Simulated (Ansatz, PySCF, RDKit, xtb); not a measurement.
# B2NH2F: a search for the lowest isomer

Given the formula B2NH2F and nothing else, which arrangement of the atoms is the most stable in the gas at 298.15 K, and what are its properties?

Plan: many cheap relaxations first (GFN2-xTB), then density-functional screening, relaxation at B3LYP-D3(BJ)/def2-SVP, vibrations and a final energy. The numbers are computed, not measured.

9 further runs of the same task are left out: 9 set aside as unsound or not needed.

## 1. Possible bonding patterns

All bonding patterns within simple valence rules are listed by program: one Lewis structure each, at most two rings and one unusual centre or charged pair. O–O, O–halogen and N–halogen bonds and N–N–N chains are not drawn. That gives 15 candidates.

c034 N=BBF; c101 [B]NBF; c233 N=[BH-][B+]F; c260 B=NBF; c332 B#[N+][BH2-]F; c420 N/B=B\F; c430 F[B@@H-]1B=[NH+]1; c460 [B]NBF (triplet); c547 B/N=B\F; c550 [BH+][B-](=N)F; c615 FB1BN1; c696 N/B=B/F; c704 F[B-]1=B[NH2+]1; c784 [B+]=[B-](N)F; c923 B/N=B/F.

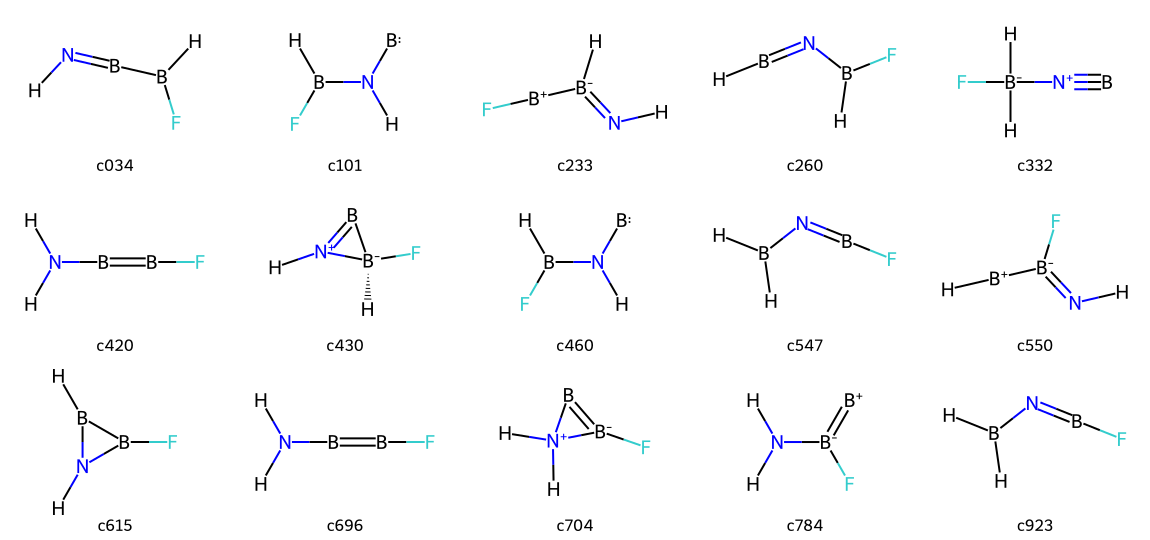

Structural formulas of the candidates.

Candidates are built by distance geometry, with a force field where one applies, in up to four conformers (letters a to d). 6 starts with atoms placed at random are added, to find patterns that the rules miss.

## 2. First filter: tight binding

All 24 starts are relaxed the same way. One of them, c704a (enumerated, embedded by distance geometry and UFF), in full:

start.xyz reads:

```xyz
6
c704a
B     -3.475760    -0.373220     0.025288
B     -2.437763    -1.328571    -0.315548
F     -4.798987    -0.096279     0.614272
N     -2.256003     0.157114    -0.689102
H     -1.784829     0.854031    -0.005002
H     -2.551079     0.650969    -1.507790
```

Launch:

```
xtb start.xyz --gfn 2 --opt
```

Output (excerpt; [...] marks lines left out):

```text
* xtb version 6.7.1
[...]
          :  # basis functions                  18          :
[...]
          :  # electrons                        20          :
[...]
          :  Hamiltonian                  GFN2-xTB          :
[...]
          :  net charge                          0          :
          :  unpaired electrons                  0          :
[...]
   *** convergence criteria satisfied after 15 iterations ***
[...]
   *** GEOMETRY OPTIMIZATION CONVERGED AFTER 36 ITERATIONS ***
[...]
   *** convergence criteria satisfied after 3 iterations ***
[...]
         ::                     SUMMARY                     ::
         :::::::::::::::::::::::::::::::::::::::::::::::::::::
         :: total energy             -11.091059563049 Eh    ::
         :: gradient norm              0.000263286364 Eh/a0 ::
         :: HOMO-LUMO gap              0.642606829102 eV    ::
         ::.................................................::
         :: SCC energy               -11.202737644384 Eh    ::
         :: -> isotropic ES            0.051699744817 Eh    ::
         :: -> anisotropic ES          0.002645120065 Eh    ::
         :: -> anisotropic XC         -0.005432036557 Eh    ::
         :: -> dispersion             -0.001971377391 Eh    ::
         :: repulsion energy           0.111678081335 Eh    ::
         :: add. restraining           0.000000000000 Eh    ::
         :: total charge               0.000000000000 e     ::
         :::::::::::::::::::::::::::::::::::::::::::::::::::::
[...]
        10        2.0000           -0.2750164              -7.4836 (HOMO)
        11        0.0000           -0.2514010              -6.8410 (LUMO)
[...]
     #   Z          covCN         q      C6AA      α(0)
     1   5          1.702     0.211    38.105    13.008
     2   5          1.820     0.062    42.412    13.719
     3   9          0.722    -0.275    12.051     4.100
     4   7          2.561    -0.287    27.439     7.779
     5   1          0.860     0.147     1.423     1.868
     6   1          0.860     0.143     1.449     1.885
[...]
     #   Z sym  total        # sym  WBO       # sym  WBO       # sym  WBO
 ---------------------------------------------------------------------------
     1   5      3.063 --     2      1.881     3      1.108
     2   5      3.405 --     1      1.881     4      1.453
     3   9      1.190 --     1      1.108
     4   7      3.402 --     2      1.453     5      0.956     6      0.953
     5   1      0.978 --     4      0.956
     6   1      0.980 --     4      0.953
 ---------------------------------------------------------------------------
[...]
molecular dipole:
                 x           y           z       tot (Debye)
 q only:        0.967       0.405      -0.551
   full:        1.028       0.435      -0.613       3.238
molecular quadrupole (traceless):
[...]
          | TOTAL ENERGY              -11.091059563049 Eh   |
          | GRADIENT NORM               0.000263286364 Eh/α |
          | HOMO-LUMO GAP               0.642606829102 eV   |
           -------------------------------------------------
[...]
```

Wall time 0.062 s (1 thread of Arm Neoverse V2, shared host).

## 3. The minima found

21 of the 24 relaxations converged; 9 ended on a minimum already found. 12 distinct structures remain:

```csv
label,start,SMILES after,spin,energy (kcal/mol),note
c531,random and drawn,B=NBF,singlet,0.0,
c232,random,BN=BF,singlet,8.0,
c894,random and drawn,FB1BN1,singlet,34.6,
c430a,drawn,N=BBF,singlet,35.3,bonds changed
c101b,drawn,[B]NBF,singlet,69.3,
c704a,drawn,N/B=B/F,singlet,87.5,bonds changed
c233a,drawn,N=[BH-][B+]F,singlet,90.2,
c140,random,[BH][NH][B][F] ‡,singlet,93.8,
c332a,drawn,B#[N+][BH2-]F,singlet,93.9,
c460a,drawn,F[B@@H-]1B=[NH+]1,triplet,115.4,bonds changed
c550a,drawn,[B][B]([NH2])[F] ‡,singlet,132.0,bonds changed
c260a,drawn,[B][N][BH][F].[H] ‡,singlet,132.1,fell apart
```

‡ marks the bonded skeleton alone, with all bonds drawn single: no Lewis structure was assigned that passes a check against the bond lengths.

GFN2-xTB has no spin polarisation, so it can't rank spin states and is rough for open shells.

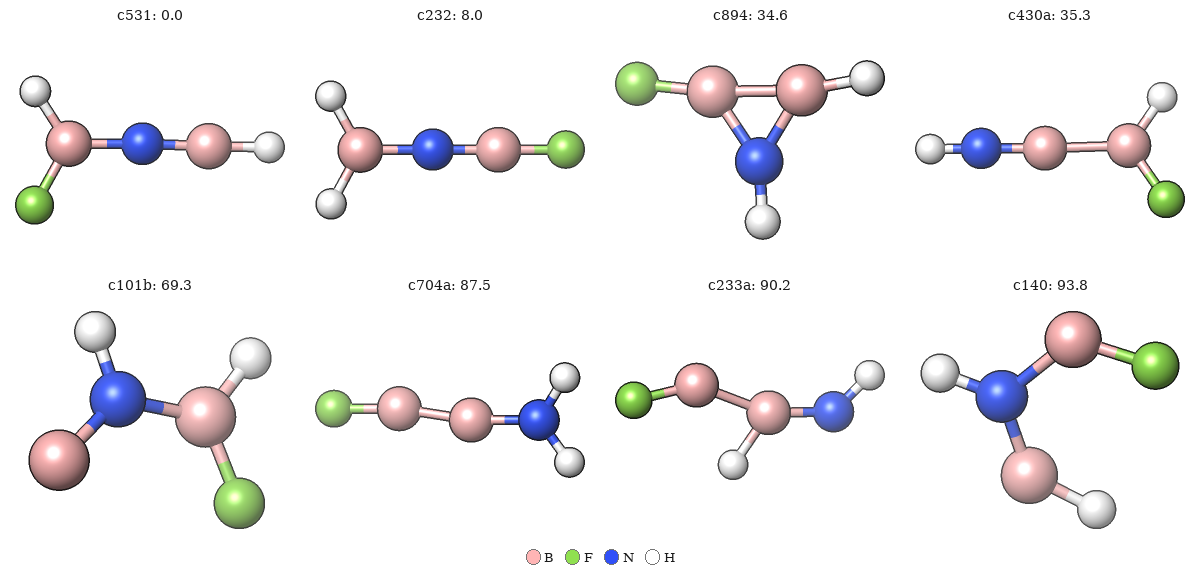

The 8 lowest minima that did not fall apart, with their GFN2-xTB energies in kcal/mol.

## 4. Single points on the low minima

A choice of the minima (the low ones first, few conformers of a pattern, up to a cap) and the lowest that fell apart get a single point at r2SCAN-D4/def2-SVP on the tight-binding geometry, and one at HF/STO-3G for comparison. The lowest singlets are also tried as triplets at the same geometry (label ending in t). The first, c531:

input.yaml reads:

```yaml
crystal:
  periodic: [false, false, false]
  atoms:
    - {symbol: B, position_ang: [0.132035, -0.945488, 0.736617]}
    - {symbol: B, position_ang: [0.113367, 1.334459, -0.605778]}
    - {symbol: F, position_ang: [-1.025965, -1.429792, 1.160869]}
    - {symbol: N, position_ang: [0.145262, 0.253179, 0.028955]}
    - {symbol: H, position_ang: [1.105264, -1.554702, 0.979256]}
    - {symbol: H, position_ang: [0.103997, 2.316684, -1.183460]}
basis:
  gaussian:
    orbitals: def2-SVP
magnetization:
  spin_polarized: false
  initial_magnetization: 0
hamiltonian:
  xc: {name: r2SCAN}
  dispersion: d4
scf:
  lower_state_search: "off"
```

Launch:

```
ansatz run input.yaml --threads 1 --pin off --max-ram 2610MiB --events-out events.jsonl --progress --plain --runs-dir runs
```

Output (excerpt; [...] marks lines left out):

```text
Warning: RAYON_NUM_THREADS=1 ignored (pool sized by the plan → 1); use --threads N
Functional definition: r2SCAN
  name "r2SCAN"
[...]
744 factors; their error is unknown
[...]
mean field -5587.09854379 eV, -205.3220844130 hartree, gradient 7.4e-7 eV, S^2 0.000000; 0 other end points of the search recorded, 0 dependent functions left out
reference -5587.09855302 eV, -205.3220847522 hartree; 14, 14 occupied and 52, 52 virtual orbitals, 744 factors
Total energy: -5587.11792842 eV, -205.3227967848 hartree
Checks for a lower state left out: stability, starts, cluster_reference, orbital_swaps, neighbouring_geometries, increment
```

Wall time 1.1 s (1 thread of Arm Neoverse V2, shared host).

Relative energies in kcal/mol, each column from its lowest structure that stays in one piece:

```csv
label,SMILES,spin,GFN2-xTB,HF/STO-3G,r2SCAN-D4/def2-SVP
c531,B=NBF,singlet,0.0,0.0,0.0
c232,BN=BF,singlet,8.0,12.2,15.0
c894,FB1BN1,singlet,34.6,26.7,22.7
c430a,N=BBF,singlet,35.3,38.9,31.8
c232t,BN=BF,triplet,–,–,107.2
c531t,B=NBF,triplet,–,–,118.3
c894t,FB1BN1,triplet,–,–,123.3
c260a,[B][N][BH][F].[H] ‡,singlet,132.1,319.5,165.9
```

‡ marks the bonded skeleton alone, with all bonds drawn single: no Lewis structure was assigned that passes a check against the bond lengths.

## 5. Refinement at B3LYP-D3(BJ)/def2-SVP

3 candidates are relaxed at B3LYP-D3(BJ)/def2-SVP (chosen among the lowest in one piece). The first, c531:

Edit input.yaml of step 4 so:

```diff
@@ -10,11 +10,5 @@
 basis:
-  gaussian:
-    orbitals: def2-SVP
-magnetization:
-  spin_polarized: false
-  initial_magnetization: 0
-hamiltonian:
-  xc: {name: r2SCAN}
-  dispersion: d4
-scf:
-  lower_state_search: "off"
+  gaussian: {orbitals: def2-SVP}
+hamiltonian: {xc: {name: B3LYP}, dispersion: d3bj}
+scf: {lower_state_search: "off"}
+relax: {f_tol: 0.003}
```

Launch:

```
ansatz run input.yaml --threads 1 --pin off --max-ram 2610MiB --events-out events.jsonl --progress --plain --runs-dir runs
```

Output (excerpt; [...] marks lines left out):

```text
Warning: RAYON_NUM_THREADS=1 ignored (pool sized by the plan → 1); use --threads N
[...]
Functional definition: B3LYP
  name "B3LYP"
[...]
734 factors; integrals over basis functions are off by at most 3.1e-4 eV
[...]
mean field -5590.46113549 eV, -205.4456573787 hartree, gradient 7.7e-6 eV, S^2 0.000000; 0 other end points of the search recorded, 0 dependent functions left out
[...]
reference -5590.46135210 eV, -205.4456653390 hartree; 14, 14 occupied and 52, 52 virtual orbitals, 734 factors
relax step   1: F+E_penalty+E_count = -5590.60546689 eV  Δ(F+E_penalty+E_count) = +0.000e0 eV  max|allowed force component| = 9.969e-1 eV/Å  Δτ_max = 0.0000 Å  (14 SCF iters, accepted)
[...]
relax step   6: F+E_penalty+E_count = -5590.65116775 eV  Δ(F+E_penalty+E_count) = -5.750e-5 eV  max|allowed force component| = 7.543e-3 eV/Å  Δτ_max = 0.0025 Å  (14 SCF iters, accepted)
[...]
relax step   7: F+E_penalty+E_count = -5590.65116881 eV  Δ(F+E_penalty+E_count) = -1.057e-6 eV  max|allowed force component| = 9.126e-4 eV/Å  Δτ_max = 0.0003 Å  (11 SCF iters, accepted)
Total energy: -5590.65138747 eV, -205.4526490099 hartree
Atom 0 at     0.112491    -0.952476     0.743263 Å, force     0.000342     0.000605    -0.000398 eV/Å
Atom 1 at     0.117845     1.340266    -0.609494 Å, force     0.000044     0.000009    -0.000001 eV/Å
Atom 2 at    -1.026033    -1.477855     1.188167 Å, force    -0.000746    -0.000302     0.000254 eV/Å
Atom 3 at     0.092592     0.261442     0.029698 Å, force     0.000344    -0.000913     0.000540 eV/Å
Atom 4 at     1.133982    -1.550986     0.975081 Å, force     0.000053     0.000380    -0.000242 eV/Å
Atom 5 at     0.143084     2.353949    -1.210256 Å, force    -0.000037     0.000221    -0.000152 eV/Å
Dipole moment:     0.140807     0.368892    -0.234248 e Å
Checks for a lower state left out: stability, starts, cluster_reference, orbital_swaps, neighbouring_geometries, increment
```

It took 8.1 s on 1 thread of Arm Neoverse V2, shared host.

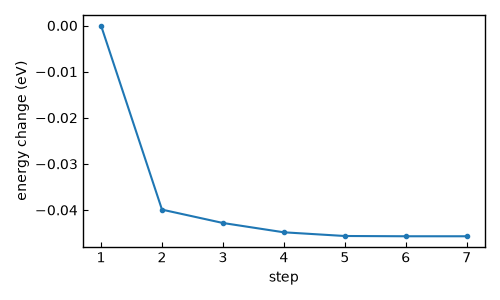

Energy along the run, all evaluated steps.

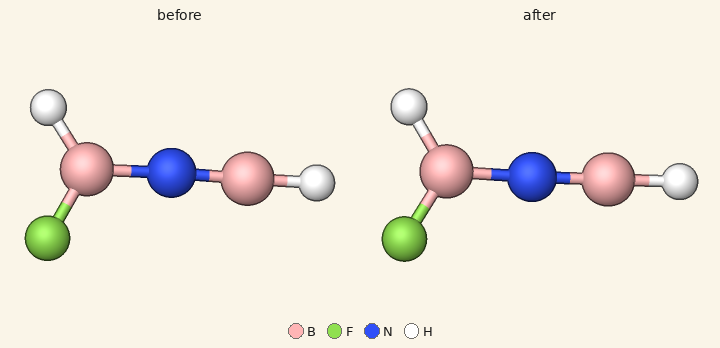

Before and after, at one scale.

After the run. Bond lengths: B1–F3 1.330 Å, B1–N4 1.408 Å, B2–N4 1.254 Å, B1–H5 1.206 Å, B2–H6 1.179 Å. Angles: F3–B1–N4 119.9°, B1–N4–B2 178.0°, F3–B1–H5 117.7°, N4–B1–H5 122.5°, N4–B2–H6 179.9°.

## 6. The relaxed candidates

```
label     spin  r2SCAN-D4/def2-SVP (kcal/mol)  B3LYP-D3(BJ)/def2-SVP, relaxed (kcal/mol)   time
 c531  singlet                            0.0                                        0.0  8.1 s
 c232  singlet                           15.0                                       15.0  8.1 s
 c894  singlet                           22.7                                       26.1  8.1 s
```

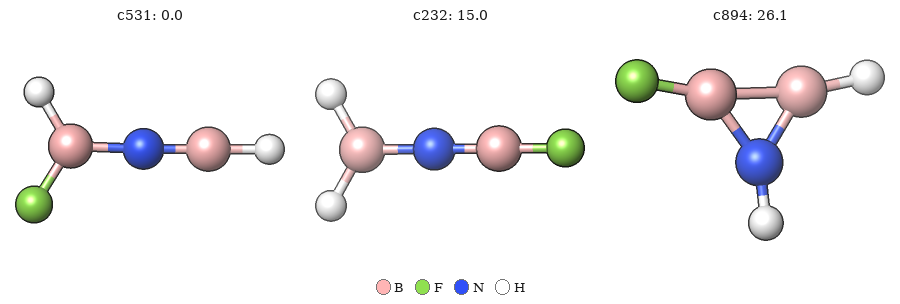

The relaxed structures, with energies at B3LYP-D3(BJ)/def2-SVP in kcal/mol.

## 7. Harmonic analysis of the finalists

The lowest few in one piece go on as finalists. Harmonic vibrations at B3LYP-D3(BJ)/def2-SVP test each finalist and give the zero-point energy and the thermal terms. The first, c531:

input.yaml reads:

```yaml
crystal:
  periodic: [false, false, false]
  atoms:
    - {symbol: B, position_ang: [0.112491, -0.952476, 0.743263]}
    - {symbol: B, position_ang: [0.117845, 1.340266, -0.609494]}
    - {symbol: F, position_ang: [-1.026033, -1.477855, 1.188167]}
    - {symbol: "N", position_ang: [0.092592, 0.261442, 0.029698]}
    - {symbol: H, position_ang: [1.133982, -1.550986, 0.975081]}
    - {symbol: H, position_ang: [0.143084, 2.353949, -1.210256]}
basis:
  gaussian: {orbitals: def2-SVP}
phonons: {}
scf: {lower_state_search: "off"}
hamiltonian: {xc: {name: B3LYP}, dispersion: d3bj}
```

Launch:

```
ansatz run input.yaml --threads 1 --pin off --max-ram 2610MiB --events-out events.jsonl --progress --plain --runs-dir runs
```

Output (excerpt; [...] marks lines left out):

```text
Warning: RAYON_NUM_THREADS=1 ignored (pool sized by the plan → 1); use --threads N
[... 2 set-up lines as earlier in the session ...]
[...]
735 factors; integrals over basis functions are off by at most 3.0e-4 eV
[...]
mean field -5590.50776860 eV, -205.4473711138 hartree, gradient 7.9e-6 eV, S^2 0.000000; 0 other end points of the search recorded, 0 dependent functions left out
[...]
reference -5590.50798728 eV, -205.4473791501 hartree; 14, 14 occupied and 52, 52 virtual orbitals, 735 factors
[...]
735 factors; integrals over basis functions are off by at most 3.0e-4 eV
mean field -5590.50761263 eV, -205.4473653819 hartree, gradient 2.9e-6 eV, S^2 0.000000; 0 other end points of the search recorded, 0 dependent functions left out
[...]
reference -5590.50783122 eV, -205.4473734151 hartree; 14, 14 occupied and 52, 52 virtual orbitals, 735 factors
[...]
735 factors; integrals over basis functions are off by at most 3.0e-4 eV
[...]
reference -5590.50796727 eV, -205.4473784149 hartree; 14, 14 occupied and 52, 52 virtual orbitals, 735 factors
Total energy: -5590.65138799 eV, -205.4526490291 hartree
Atom 0 at     0.112491    -0.952476     0.743263 Å, force     0.000337     0.000601    -0.000382 eV/Å
Atom 1 at     0.117845     1.340266    -0.609494 Å, force     0.000054    -0.000008     0.000012 eV/Å
Atom 2 at    -1.026033    -1.477855     1.188167 Å, force    -0.000750    -0.000311     0.000256 eV/Å
Atom 3 at     0.092592     0.261442     0.029698 Å, force     0.000342    -0.000865     0.000505 eV/Å
Atom 4 at     1.133982    -1.550986     0.975081 Å, force     0.000059     0.000374    -0.000244 eV/Å
Atom 5 at     0.143084     2.353949    -1.210256 Å, force    -0.000041     0.000209    -0.000147 eV/Å
Dipole moment:     0.140808     0.368893    -0.234249 e Å
Vibrations: 183.52 231.72 536.94 740.57 771.16 923.31 1003.14 1120.53 1363.18 1954.86 2630.15 2867.49 cm⁻¹, zero-point energy 0.888134 eV
Checks for a lower state left out: stability, starts, cluster_reference, orbital_swaps, neighbouring_geometries, increment
```

It took 32 s on 1 thread of Arm Neoverse V2, shared host.

## 8. Thermal terms of the finalists

At 298.15 K and 1 atm, ideal gas, rigid rotor and harmonic oscillator:

```
label  SMILES     spin  point group  lowest mode (cm⁻¹)  zero-point (kcal/mol)  G − E (kcal/mol)
 c531   B=NBF  singlet           Cs                 184                   20.5               3.9
 c232   BN=BF  singlet          C2v                 175                   20.0               4.0
 c894  FB1BN1  singlet           Cs                 369                   21.5               5.4
```

## 9. Last filter: a higher level

Each finalist gets a single point at CCSD(T)/def2-TZVPP.

c531, CCSD(T)/def2-TZVPP:

input.yaml reads:

```yaml
crystal:
  periodic: [false, false, false]
  atoms:
    - symbol: B
      position_ang: [0.112491, -0.952476, 0.743263]
    - symbol: B
      position_ang: [0.117845, 1.340266, -0.609494]
    - symbol: F
      position_ang: [-1.026033, -1.477855, 1.188167]
    - symbol: N
      position_ang: [0.092592, 0.261442, 0.029698]
    - symbol: H
      position_ang: [1.133982, -1.550986, 0.975081]
    - symbol: H
      position_ang: [0.143084, 2.353949, -1.210256]
basis:
  gaussian: {orbitals: def2-TZVPP}
correlation: {method: ccsd_t, frozen_orbitals: {F: 1, B: 1, H: 0, "N": 1}}
```

Launch:

```
ansatz run input.yaml --threads 1 --pin off --max-ram 2610MiB --events-out events.jsonl --progress --plain --runs-dir runs
```

Output (excerpt; [...] marks lines left out):

```text
Warning: RAYON_NUM_THREADS=1 ignored (pool sized by the plan → 1); use --threads N
Functional definition: HF
  name "HF"
[...]
949 factors; integrals over basis functions are off by at most 8.7e-4 eV
[...]
mean field -5567.73969751 eV, -204.6106599341 hartree, gradient 1.7e-6 eV, S^2 0.000000; 0 other end points of the search recorded, 0 dependent functions left out
4 core orbitals not correlated: weight in the atoms' cores, before any rotation towards them, 1.000 or more for the frozen orbitals, at most 0.000 for the correlated occupied ones
reference -5567.73969751 eV, -204.6106599341 hartree; 10, 10 occupied and 138, 138 virtual orbitals, 949 factors
second order -17.14676998 eV of doubles, -0.00000000 eV of singles
cycle   1  -17.04343547 eV  change    1.0e-1 eV  update   1.0e-1
[...]
cycle  10  -17.56166941 eV  change   -1.6e-5 eV  update   9.8e-6
perturbative correction -0.69130427 eV, -0.0254049634 hartree
Total energy: -5585.99267119 eV, -205.2814443444 hartree
```

It took 28 s on 1 thread of Arm Neoverse V2, shared host; peak memory 1.1 GiB.

## 10. c232 at CCSD(T)/def2-TZVPP

input.yaml reads:

```yaml
crystal:
  periodic: [false, false, false]
  atoms:
    - {symbol: B, position_ang: [0.681084, 1.116590, 0.474951]}
    - {symbol: B, position_ang: [-0.714057, -0.667934, -0.913564]}
    - {symbol: F, position_ang: [1.358000, 1.982420, 1.148649]}
    - {symbol: N, position_ang: [0.020623, 0.271824, -0.182357]}
    - {symbol: H, position_ang: [-0.141967, -1.550638, -1.512362]}
    - {symbol: H, position_ang: [-1.921963, -0.598532, -0.947587]}
basis:
  gaussian:
    orbitals: def2-TZVPP
total_charge: 0
correlation:
  method: ccsd_t
  frozen_orbitals: {F: 1, B: 1, H: 0, "N": 1}
```

Launch:

```
ansatz run input.yaml --threads 1 --pin off --max-ram 2610MiB --events-out events.jsonl --progress --plain --runs-dir runs
```

Output (excerpt; [...] marks lines left out):

```text
Warning: RAYON_NUM_THREADS=1 ignored (pool sized by the plan → 1); use --threads N
[... 2 set-up lines as earlier in the session ...]
[...]
953 factors; integrals over basis functions are off by at most 6.6e-4 eV
[...]
mean field -5567.07618332 eV, -204.5862762372 hartree, gradient 2.3e-6 eV, S^2 0.000000; 0 other end points of the search recorded, 0 dependent functions left out
4 core orbitals not correlated: weight in the atoms' cores, before any rotation towards them, 1.000 or more for the frozen orbitals, at most 0.000 for the correlated occupied ones
reference -5567.07618332 eV, -204.5862762372 hartree; 10, 10 occupied and 138, 138 virtual orbitals, 953 factors
second order -17.09897501 eV of doubles, -0.00000000 eV of singles
cycle   1  -17.02897164 eV  change    7.0e-2 eV  update   9.3e-2
[...]
cycle  10  -17.52381688 eV  change   -6.0e-6 eV  update   8.9e-6
perturbative correction -0.67395925 eV, -0.0247675458 hartree
Total energy: -5585.27395945 eV, -205.2550321752 hartree
```

It took 28 s on 1 thread of Arm Neoverse V2, shared host; peak memory 1.1 GiB.

## 11. The ranking

Energies in kcal/mol from c531; G adds the thermal terms to the CCSD(T)/def2-TZVPP energy. The columns left of the relaxed level are at the tight-binding geometries.

```csv
label,SMILES,spin,GFN2-xTB,HF/STO-3G,r2SCAN-D4/def2-SVP,B3LYP-D3(BJ)/def2-SVP,HF/def2-TZVPP,MP2/def2-TZVPP,CCSD(T)/def2-TZVPP,G,share at equilibrium,T1
c531,B=NBF,singlet,0.0,0.0,0.0,0.0,0.0,0.0,0.0,0.0,100.0 %,0.015
c232,BN=BF,singlet,8.0,12.2,15.0,15.0,15.3,16.4,16.6,16.7,< 0.1 %,0.013
c894,FB1BN1,singlet,34.6,26.7,22.7,26.1,29.2,25.2,24.5,25.9,< 0.1 %,0.013
```

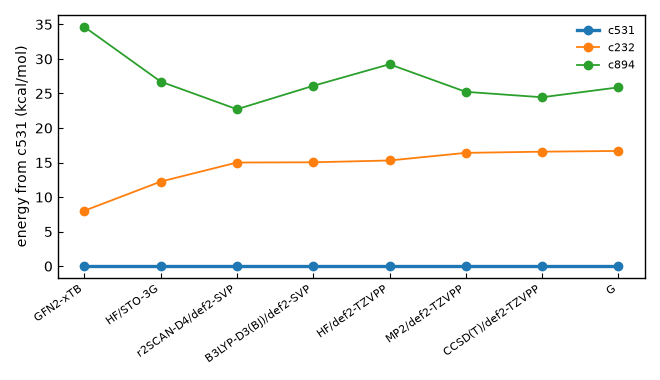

The finalists at each level, measured from c531.

Lowest found: c531, `B=NBF`, a singlet of point group Cs. Bond lengths: B1–F3 1.330 Å, B1–N4 1.408 Å, B2–N4 1.254 Å, B1–H5 1.206 Å, B2–H6 1.179 Å. Angles: F3–B1–N4 119.9°, B1–N4–B2 178.0°, F3–B1–H5 117.7°, N4–B1–H5 122.5°, N4–B2–H6 179.9°.

```xyz
6

B     0.1125   -0.9525    0.7433
B     0.1178    1.3403   -0.6095
F    -1.0260   -1.4779    1.1882
N     0.0926    0.2614    0.0297
H     1.1340   -1.5510    0.9751
H     0.1431    2.3539   -1.2103
```

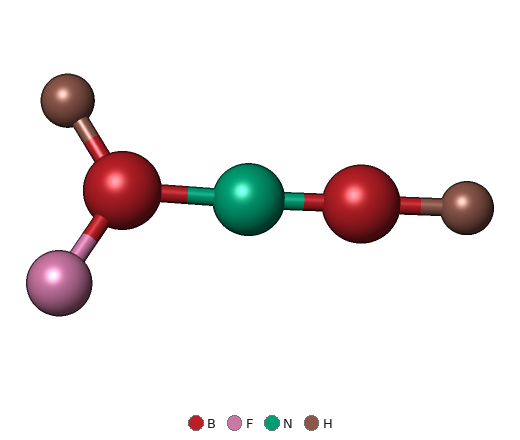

The lowest structure found, seen from a chosen angle (boron red, fluorine pink, nitrogen teal, hydrogen brown).

(Part 1 of 2 ends here.)
